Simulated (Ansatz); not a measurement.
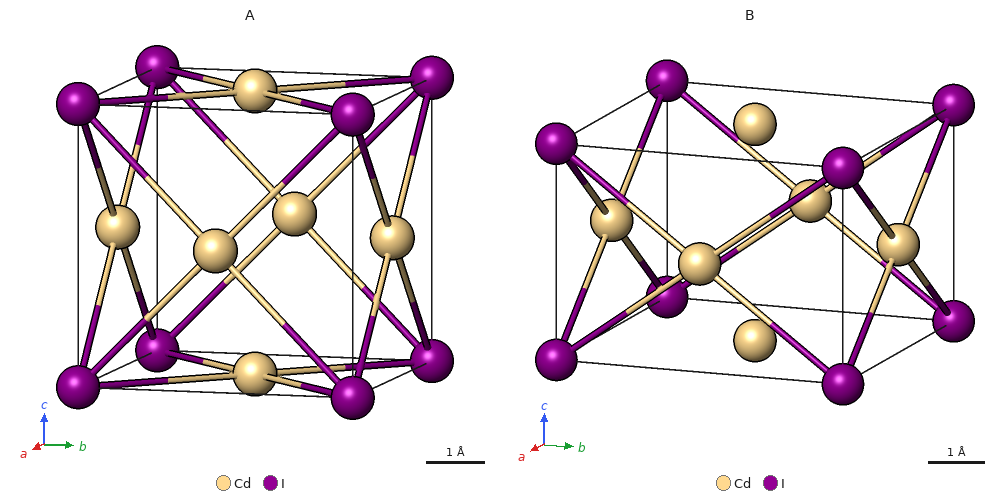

Two structures of Cd3I, each relaxed to rest (conventional cells in solid outline, small ones repeated, not to one scale). Method: DFT PBE, scalar-relativistic, plane waves, PAW (Ansatz 0.2.0), without spin polarisation.

What are A and B?

A: Cu₃Au (L1₂) type, Pm-3m. B: 4 atoms a cell on a primitive tetragonal lattice, P4/mmm.

Which structure is more stable?

B is lower, by 46 meV/atom at this level of theory (energies at zero smearing). Volumes: A 30.1, B 29.9 Å³/atom.

One or both may be structure types tried for this composition rather than known phases.
